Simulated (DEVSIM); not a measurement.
Device: abrupt InP p-n junction, at 300 K.

```
layer (left to right)  material  thickness (μm)  Nd (cm⁻³)  Na (cm⁻³)  τn (s)  τp (s)
---------------------  --------  --------------  ---------  ---------  ------  ------
1                           InP           0.280          -     8.1e15  4.8e-8  4.8e-8
2                           InP             290     2.5e16          -  4.8e-8  4.8e-8
```

Left contact: ohmic. Right contact: ohmic. Voltage is applied to the left contact. Recombination: SRH at mid-gap, radiative. Mobility is μmin + (μ − μmin)/(1 + (N/Nref)^α).

Constants are typed, rounded textbook-type inputs, not results; the design itself was drawn at random and stands for no fabricated device. Values at 300 K.

```csv
parameter,InP
gap (eV),1.344
affinity (eV),4.38
permittivity,12.5
Nc (cm⁻³),5.7e17
Nv (cm⁻³),1.1e19
μn (cm²/Vs),5200
μp (cm²/Vs),170
"μn,min",400
"μp,min",10
"Nref,n",3e17
"Nref,p",4.9e17
αn,0.47
αp,0.62
B (cm³/s),1.2e-10
```

Simulated with DEVSIM: 1D drift-diffusion, Boltzmann statistics, complete ionisation; no tunnelling, impact ionisation, image-force lowering or self-heating.

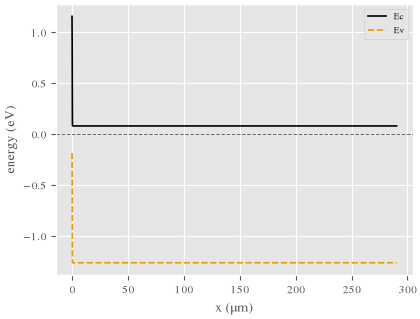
*Band edges at zero bias*

Energies count from the Fermi level of the right contact; mesh points crowd at the junctions.

```csv
x (μm),Ec (eV),Ev (eV),n (cm⁻³),p (cm⁻³),field (V/cm)
0.000,1.157,-0.186,< 1e2,8.1e15,-13000
0.03414,1.109,-0.235,< 1e2,1.2e15,-16000
0.1082,0.962,-0.382,< 1e2,4.3e12,-24000
0.2137,0.643,-0.701,8900000,1.9e7,-36000
0.2756,0.395,-0.949,1.3e11,1300,-44000
0.3060,0.273,-1.071,1.5e13,< 1e2,-35000
0.3840,0.109,-1.235,8.4e15,< 1e2,-8900
0.7095,0.081,-1.263,2.5e16,< 1e2,≈ 0
1.415,0.081,-1.263,2.5e16,< 1e2,≈ 0
3.220,0.081,-1.263,2.5e16,< 1e2,≈ 0
8.151,0.081,-1.263,2.5e16,< 1e2,≈ 0
28.24,0.081,-1.263,2.5e16,< 1e2,≈ 0
71.79,0.081,-1.263,2.5e16,< 1e2,≈ 0
172.1,0.081,-1.263,2.5e16,< 1e2,≈ 0
256.9,0.081,-1.263,2.5e16,< 1e2,≈ 0
277.2,0.081,-1.263,2.5e16,< 1e2,≈ 0
285.2,0.081,-1.263,2.5e16,< 1e2,≈ 0
288.4,0.081,-1.263,2.5e16,< 1e2,≈ 0
289.8,0.081,-1.263,2.5e16,< 1e2,≈ 0
290.1,0.081,-1.263,2.5e16,< 1e2,≈ 0
290.2,0.081,-1.263,2.5e16,< 1e2,≈ 0
290.3,0.081,-1.263,2.5e16,< 1e2,≈ 0
```
